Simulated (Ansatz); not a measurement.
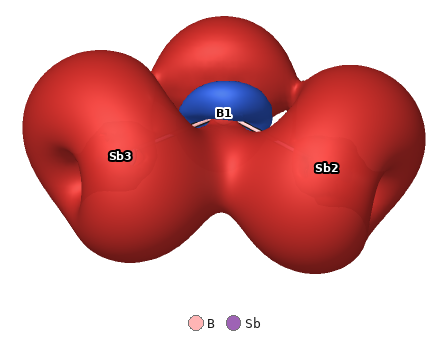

Figure 1: BSb2 (charge −1, quintet). Isosurfaces of the spin density (α minus β) at +0.02 (red) and −0.02 e/Å³ (blue), seen at a tilt.

Geometry: PBE-D4/def2-TZVPD; ⟨S²⟩ = 6.05, above the pure value of 6.00; core potentials replace the inner electrons of Sb.

Level of theory: Ansatz, UKS PBE0-D4/def2-TZVPD.

### Where is the unpaired spin?

The unpaired spin (4 electrons) lies mostly on Sb2 (about 1.7), Sb3 (about 1.7) and B1 (about 0.7), in electrons by Hirshfeld's partition.
